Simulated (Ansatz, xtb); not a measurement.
Pulling on the B1–F2 bond in BFGeH4 (SMILES F[BH][GeH3]) (multiplicity 1 held, fragments rigid). Energies count from the point at 1.323 Å.
Geometry at that point (charge 0, multiplicity 1):
```xyz
7

B      0.46770    -1.26889    -0.23111
F     -0.42255    -2.19992     0.07085
Ge     0.00616     0.74781     0.02847
H      0.13637     1.48872    -1.31738
H     -1.41069     0.98372     0.57987
H      1.02005     1.39343     0.99409
H      1.52157    -1.65201    -0.64981
```

Restricted levels (R-, RO-) in cc, def2 and unpolarised 6-31G sets keep to the state of the molecule at rest. Unrestricted levels (U-) break spin symmetry where that is lower. Left out are points that failed, MP2 points in a non-variational dive below the minimum, coupled-cluster points behind a sign of a changed root (a jump of the amplitudes, or a one-step jump against full CI or MRCI), small-basis points behind a change of solution, and semi-empirical points at long bonds. Curves can end on different states.

Frozen-core correlation. Filled d and f shells under p-block atoms count as core.

Run with Ansatz (Gaussian basis) for Hartree–Fock, density functionals and correlated methods; xtb for the GFN methods. Each number belongs to the level named beside it. The GFN methods have no spin term and hold the electronic entropy of 300 K.

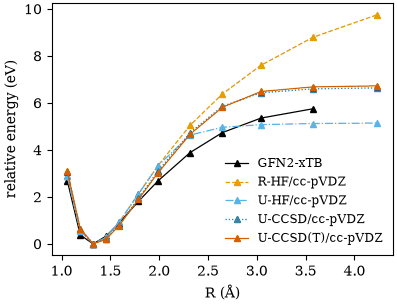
Figure. Relative energy along the coordinate

### Question
Read off the U-HF/cc-pVDZ curve at R = 4.234.

### Answer
about 5.1 eV

Doubts at one or more of the structures used: a restricted determinant that unrestricted orbitals would lower (R-HF/cc-pVDZ); a spin-contaminated determinant (U-HF/cc-pVDZ, U-CCSD/cc-pVDZ, U-CCSD(T)/cc-pVDZ); T1 above 0.05 (U-CCSD/cc-pVDZ, U-CCSD(T)/cc-pVDZ); the program's own flag: other amplitudes (U-CCSD/cc-pVDZ, U-CCSD(T)/cc-pVDZ).

Ansatz is a quantum-chemistry and plane-wave program.
